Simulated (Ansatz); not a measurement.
# Run report: CH5NO3Si, single-point calculation

CH5NO3Si, computed with RKS PBE-D4/def2-TZVPP (Ansatz 0.2.0).

The geometry comes from this level: PBE0-D4/def2-TZVP. Figures and captions count atoms from 1; the log counts them from 0 in places.

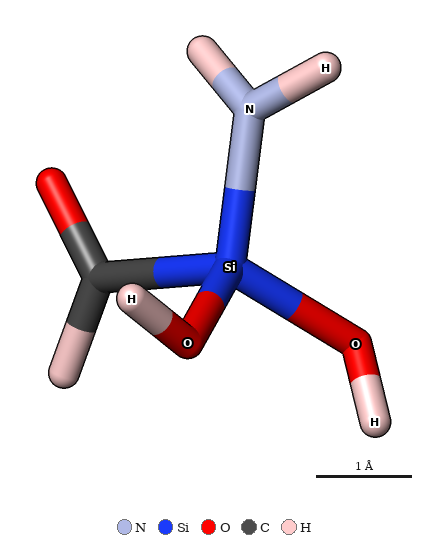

Figure 1. The structure (stick view, seen at a tilt). Bond lengths as drawn: C–H 1.12 Å, C–O 1.21 Å, C–Si 1.92 Å, H–N 1.00 to 1.01 Å, H–O 0.96 Å, N–Si 1.69 Å and O–Si 1.64 Å.

**Key numbers**

```json
{"quantity": "outcome", "value": "converged"}
{"quantity": "total energy", "value": "−16621.1758 eV"}
{"quantity": "mean-field energy", "value": "−16620.9273 eV"}
{"quantity": "dispersion energy", "value": "−0.2485 eV"}
{"quantity": "SCF solution under orbital rotations", "value": "stable"}
{"quantity": "HOMO", "value": "−5.31 eV"}
{"quantity": "LUMO", "value": "−2.54 eV"}
{"quantity": "largest force (length of the vector)", "value": "1.163 eV/Å"}
{"quantity": "dipole moment", "value": "2.31 D"}
{"quantity": "hardware", "value": "4 threads of Oxide Virtual Turin-like, 27 GiB of memory available, shared host"}
{"quantity": "wall time", "value": "3.5 s (CPU time 11 s)"}
{"quantity": "peak memory", "value": "0.37 GiB"}
```

**The input**
```yaml
crystal:
  periodic: [false, false, false]
  atoms:
    - {symbol: N, position_ang: [-0.145526, -0.356055, -1.526100]}
    - {symbol: Si, position_ang: [0.193041, -0.271886, 0.124042]}
    - {symbol: O, position_ang: [-0.132689, -1.638538, 0.961397]}
    - {symbol: O, position_ang: [1.761983, 0.055245, 0.494510]}
    - {symbol: C, position_ang: [-0.943979, 1.150452, 0.721295]}
    - {symbol: O, position_ang: [-1.671584, 1.742074, -0.043378]}
    - {symbol: H, position_ang: [-0.896977, 0.215373, -1.880089]}
    - {symbol: H, position_ang: [0.083036, -1.130768, -2.123593]}
    - {symbol: H, position_ang: [0.532771, -1.921023, 1.591273]}
    - {symbol: H, position_ang: [2.226616, 0.649494, -0.096735]}
    - {symbol: H, position_ang: [-0.941490, 1.448635, 1.797979]}
basis:
  gaussian: {orbitals: def2-TZVPP}
hamiltonian: {xc: pbe, dispersion: d4}
output: {forces: true, orbitals: {seedname: orbitals}}
```

**Log**
```
Functional definition: PBE
  name "PBE"
  cite "Perdew, Burke & Ernzerhof, Phys. Rev. Lett. 77, 3865 (1996) doi:10.1103/PhysRevLett.77.3865"
  parent pbe
  parameter kappa = 0.804
  parameter beta = 0.06672455060314922
  exchange = pbe_x(kappa = kappa, mu = beta*pi^2/3)
  correlation = pbe_c(beta = beta)
1371 factors; their error is unknown
mean field evaluation 1: about -16599.6625 eV, gradient 1.1e2 eV
mean field evaluation 2: about -16540.3072 eV, gradient 2.0e2 eV
mean field evaluation 4: about -16619.5167 eV, gradient 2.8e1 eV
mean field evaluation 8: about -16620.9530 eV, gradient 1.7e-1 eV
mean field evaluation 16: about -16620.9272 eV, gradient 7.0e-3 eV
mean field -16620.92722761 eV, -610.8078095456 hartree, gradient 5.0e-5 eV, S^2 0.000000; 0 other end points of the search recorded, 0 dependent functions left out
the calculation of the forces begins
reference -16620.92726898 eV, -610.8078110660 hartree; 28, 28 occupied and 239, 239 virtual orbitals, 1371 factors
Total energy: -16621.17579159 eV, -610.8169441035 hartree
Atom 0 at    -0.145526    -0.356055    -1.526100 Å, force     0.080632     0.030104    -0.076466 eV/Å
Atom 1 at     0.193041    -0.271886     0.124042 Å, force    -0.204747     0.273439    -0.016967 eV/Å
Atom 2 at    -0.132689    -1.638538     0.961397 Å, force    -0.413359    -0.371146    -0.011058 eV/Å
Atom 3 at     1.761983     0.055245     0.494510 Å, force     0.353222    -0.165604     0.400757 eV/Å
Atom 4 at    -0.943979     1.150452     0.721295 Å, force     0.528333    -0.472445     0.423915 eV/Å
Atom 5 at    -1.671584     1.742074    -0.043378 Å, force    -0.706174     0.579945    -0.718859 eV/Å
Atom 6 at    -0.896977     0.215373    -1.880089 Å, force    -0.258551     0.190629    -0.132019 eV/Å
Atom 7 at     0.083036    -1.130768    -2.123593 Å, force     0.070374    -0.257501    -0.222014 eV/Å
Atom 8 at     0.532771    -1.921023     1.591273 Å, force     0.300995    -0.144126     0.306206 eV/Å
Atom 9 at     2.226616     0.649494    -0.096735 Å, force     0.221872     0.276337    -0.269020 eV/Å
Atom 10 at    -0.941490     1.448635     1.797979 Å, force     0.027405     0.060367     0.315526 eV/Å
Dipole moment:     0.435871    -0.181172    -0.092161 e Å
```

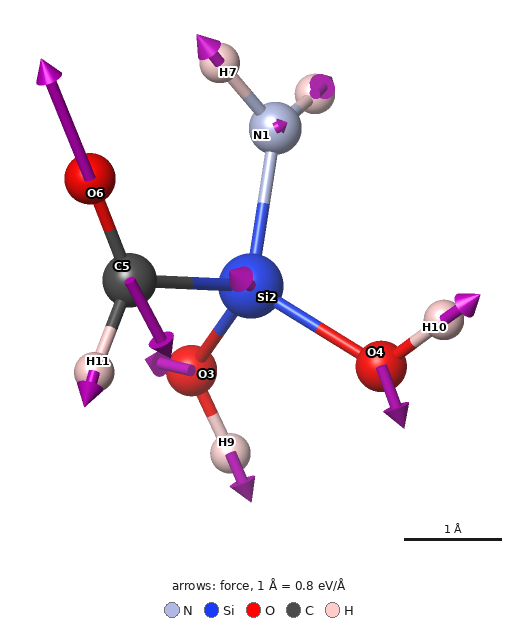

Figure 2. Forces on the atoms as pink arrows (ball-and-stick view, seen at a tilt; atoms are numbered from 1 in the order of the input). The largest act on O6 (1.16 eV/Å); C5 (0.83 eV/Å); O3, O4 (0.56 eV/Å); H9 (0.45 eV/Å), among others. The geometry is not a stationary point of this energy.

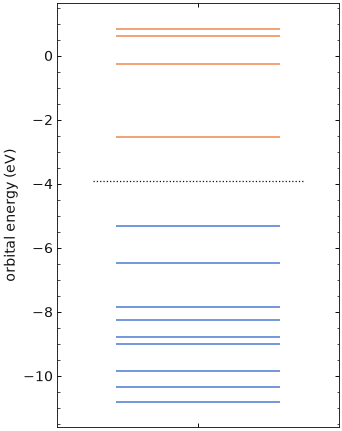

Figure 3. Orbital energies near the frontier; the dotted line parts filled from empty levels, and levels within 0.02 eV of each other stand side by side. Highest filled −5.31 eV, lowest empty −2.54 eV, 2.77 eV apart.

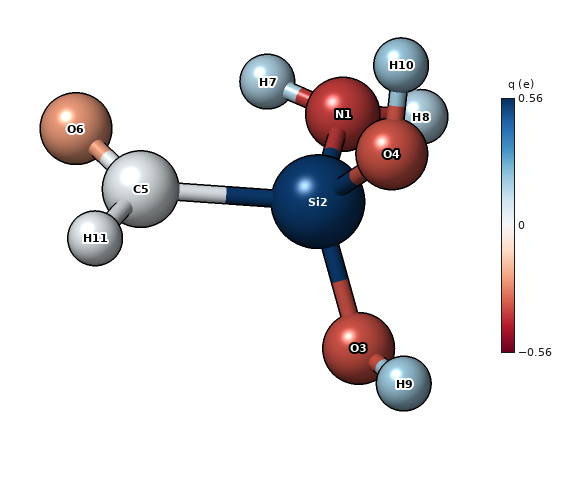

Figure 4. Mulliken charges, as the colour of each atom (ball-and-stick view, seen at a tilt; atoms are numbered from 1 in the order of the input). By element: N −0.39, Si +0.53, O −0.36 to −0.23, C +0.04 and H +0.04 to +0.20 e.
